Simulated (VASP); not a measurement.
Band structure of YN (rock salt). These are PBE GGA, VASP's PBE PAW potentials (set 64) (plane waves; VASP) values and carry that method's errors.

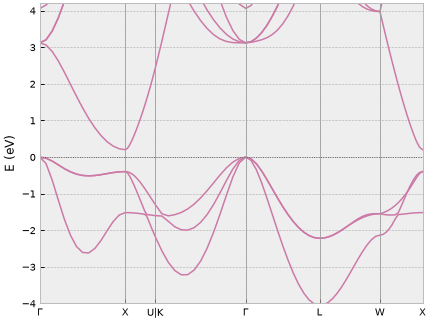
*Bands along high-symmetry lines, zero at the valence-band maximum or, without a gap, the Fermi level*

Read the plot: is there a gap, and where are the band edges?

The gap is indirect, 0.20 eV, from the valence maximum at Γ to the conduction minimum at X. (Edges off the drawn lines would not show.)

The compound is YN in the rock salt structure. It was relaxed first.
